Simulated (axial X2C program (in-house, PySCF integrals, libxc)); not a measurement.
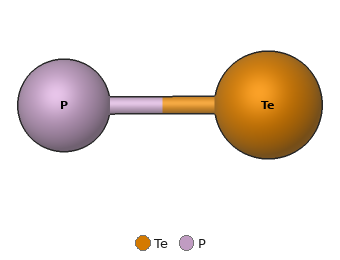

*The molecule at the reference distance of 2.164 Å.*

## Run report: TeP⁺, relativistic diatomic calculation

System: TeP⁺. The reference is closed-shell TeP⁺; the roots are vertical excitation energies. The distance is the PBE0 minimum at charge 1.
Method: EOM-EE-CCSD, two-component X2C with atomic mean-field Coulomb and Gaunt terms, Te dyall-acv3z, P dyall-av3z (cores contracted) (axial X2C program (in-house, PySCF integrals, libxc)).

**The input**
```
{"zs": [52, 15], "q": 1, "bas": ["dyall-acv3z", "dyall-av3z"], "r0": 2.3, "eom": "ee", "thr": -1.0, "nmax": 88}
```

The line is the task of a batch: nuclear charges, charge, bases, a first guess of the distance and further settings. This report covers the levels named above. The log is that of the reference distance 2.164 Å.

Launched within a batch (the task file carries these settings):
```bash
python <driver script> task.json out
```

**The program's output**
```
two-component X2C + atomic mean field  HF
basis functions 202  fitting functions 1031  grid points 5079
iter        total energy     max residual
   1      -7129.298584040     3.98e-01
   2      -7129.324261192     6.92e-03
   3      -7129.325123000     1.65e-02
   4      -7129.325472344     4.46e-03
   5      -7129.325590897     2.14e-03
   6      -7129.325721972     5.22e-03
   7      -7129.325796977     2.80e-03
   8      -7129.325821233     4.23e-04
   9      -7129.325827713     5.00e-04
  10      -7129.325828796     2.80e-04
  11      -7129.325828997     3.40e-05
  12      -7129.325829029     2.61e-05
  13      -7129.325829039     2.21e-05
  14      -7129.325829042     4.64e-06
  15      -7129.325829043     1.02e-06
converged
one-electron -10147.62323096  Coulomb 3028.80921348  exact exchange -197.15814701  xc functional 0.00000000  nuclear repulsion 190.73855107  atomic mean-field constant -4.09221563
correlated 10  virtual 284  natural virtual 88  E(MP2) -0.264249877  MP2 remainder -0.025665389
iter   CCSD correlation   residual
   1     -0.241478929   1.87e-01
   2     -0.252542971   8.50e-02
   3     -0.256802046   4.05e-02
   4     -0.257325588   1.63e-02
   5     -0.257494553   7.86e-03
   6     -0.257525140   3.10e-03
   7     -0.257547547   1.23e-03
   8     -0.257562634   5.04e-04
   9     -0.257558711   1.92e-04
  10     -0.257561632   6.86e-05
  11     -0.257560191   2.92e-05
  12     -0.257560473   1.55e-05
  13     -0.257560362   8.66e-06
  14     -0.257560263   4.74e-06
  15     -0.257560301   2.18e-06
  16     -0.257560306   9.27e-07
(T) -0.017602016743098324  T1 0.0485  D1 0.0947  max T2 0.112
EOM-EE-CCSD roots
2*Omega      energy/Eh   energy/eV  one-particle weight
    0       0.07661944      2.0849      0.956
    0       0.11507020      3.1312      0.940
    0       0.11626584      3.1638      0.942
    0       0.12864842      3.5007      0.929
    0       0.12964054      3.5277      0.933
    2       0.07378996      2.0079      0.959
    2       0.10504943      2.8585      0.945
    2       0.12203181      3.3207      0.938
    2       0.12937986      3.5206      0.934
    4       0.10074943      2.7415      0.953
    4       0.12599926      3.4286      0.938
    4       0.14309328      3.8938      0.927
    6       0.10165051      2.7661      0.958
```

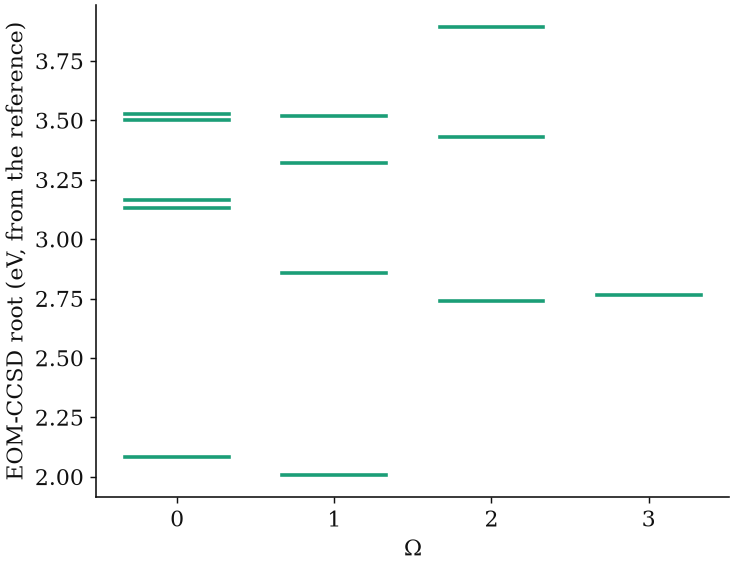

*EOM-CCSD roots by Ω at 2.16 Å.*

The lowest has Ω = 1 and lies at 2.008 eV, with one-particle weight 0.96.

**Key numbers**

- outcome: converged
- HF energy of the reference TeP⁺: −7129.32583 hartree
- MP2 energy of the reference TeP⁺: −7129.59008 hartree
- CCSD energy of the reference TeP⁺ (with the MP2 share of the virtual spinors left out of the coupled-cluster step): −7129.60905 hartree
- CCSD(T) energy of the reference TeP⁺: −7129.62666 hartree
- T1 diagnostic (spinor form; for a closed shell √2 times the usual value): 0.049
- hardware: 1 thread of Arm Neoverse V2, 24 GiB of memory available, shared host
- wall time: 17 s
- peak memory: 0.66 GiB
